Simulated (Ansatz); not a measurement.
Cost and result by functional for the surface energy of the (210) surface of alpha tin in its 1x1 cell, outermost plane spacing 0.74 Å in the ideal cut, in Ansatz (plane waves, PAW). Single points on the PBE structure, on one kind of machine; costs are rough ratios of the slab run's core time (references not counted) to the cheapest single point. r2SCAN's cost holds its higher cutoff (500 against 420 eV). Differences are taken against r2SCAN for comparison alone: no measured value is at hand, so the table doesn't rank accuracy.

Slab: 15 atoms, 10.4 Å thick at the start (thin: gaps and levels are the slab's own); k 6x5x1, smearing 0.1 eV, dipole-corrected; all atoms relaxed; no symmetry held; no spin, no spin-orbit, no U. These notes are the PBE run's.

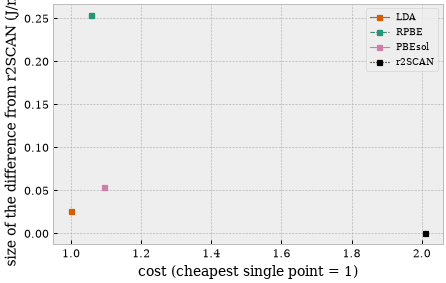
Fig. 1. Difference from r2SCAN against cost

```csv
functional,relative cost,surface energy (J/m²),less r2SCAN (J/m²)
LDA,1,0.77,0.03
RPBE,1,0.49,-0.25
PBEsol,1,0.69,-0.05
r2SCAN,2,0.74,0.00
PBE (the relaxed run's value),–,0.58,-0.16
```

The values span 0.28 J/m², while the single points' costs differ by a factor of roughly 2. Differences are of unrounded values.

Ansatz is a first-principles code.
